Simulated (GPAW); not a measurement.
A computed C K-edge spectrum of one site in a crystal of C, Ti and Zr, with its zero at a photon energy of about 278.2 eV (raw 284.9 eV, less 6.7 eV of added terms; LDA puts this hole about 3 eV below PBE, itself good to a few eV). Method: GPAW, LDA, excited-electron core hole (neutral cell) in a small cell, dipole transitions, broadening that rises with energy.

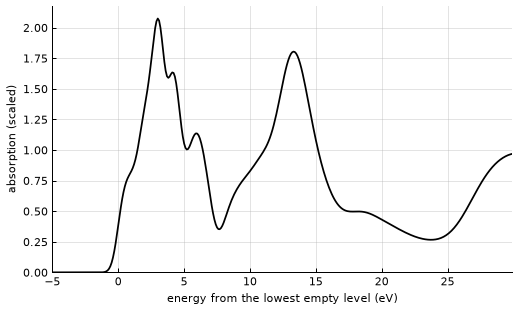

Energy from the lowest empty level; intensity scaled to a mean of 1 over the first 20 eV.

**Question.** What surroundings does the absorber have?

A K edge sees empty p states; the first features are C p mixed into the empty d states of the Ti and Zr neighbours, and the broad ones above probably into the cations' higher empty bands. It is atom 4 of rock-salt (TiC)1-x(ZrC)x, x = 0.125, with 1 Ti at 2.14 Å, 4 Ti at 2.19 Å and 1 Zr at 2.24 Å (distorted octahedral). Its main maxima below 24 eV lie at 3.0 eV (2.07), 4.1 eV (1.63), 5.9 eV (1.14) and 13.3 eV (1.80). A near-edge spectrum doesn't fix the structure by itself; it is matched against candidates. The holes are only 6.2 Å apart, so the shape is probably not converged with cell size; no larger cell was run here. Lifetime broadening is put in by hand, and intensities beyond about 20 eV depend on it and on the partial waves; weight that the partial waves miss at high energy is lost.

[Hosts, paths, dates, database ids (printed as entryN), source tags and the programs' standing remarks are cut or masked in the printed files.]

[Lists of maxima count a maximum above −3 eV only where it reaches 4 % of the highest in the window and stands out from its surroundings by 2 % of it (1.5 % where it reaches 55 %); shoulders and weaker maxima are passed over, and of the rest the first, up to two pre-edge ones and the few strongest are named.]
